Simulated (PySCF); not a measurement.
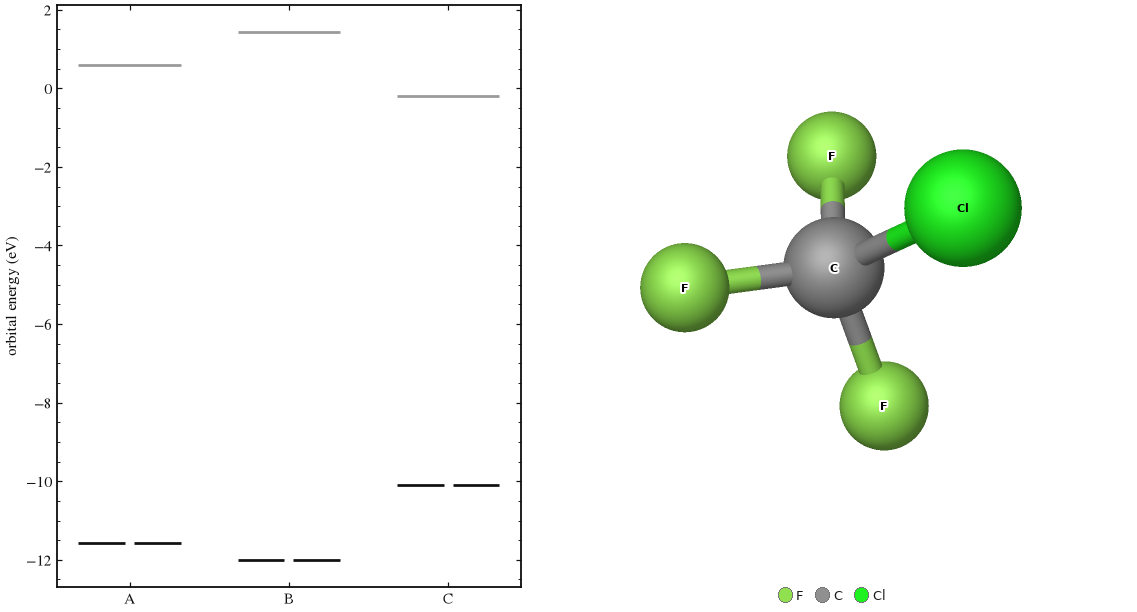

Frontier orbital energies of CClF₃, SMILES FC(F)(F)Cl at one geometry, aug-cc-pVTZ, PySCF, at a PBE0-D3(BJ)/def2-TZVP geometry (no frequency check). Empty levels are grey, levels within 0.1 eV stand side by side; all columns show the same few orbitals around the gap.

> The columns come from CAM-B3LYP, PBE0 and ωB97X-D. Which is which?

A: CAM-B3LYP (HOMO −11.58, LUMO 0.59, separation 12.17 eV)
B: ωB97X-D (HOMO −12.01, LUMO 1.44, separation 13.45 eV)
C: PBE0 (HOMO −10.10, LUMO −0.19, separation 9.91 eV)

Caveats, for all or some of the runs: empty levels above zero depend strongly on the basis.
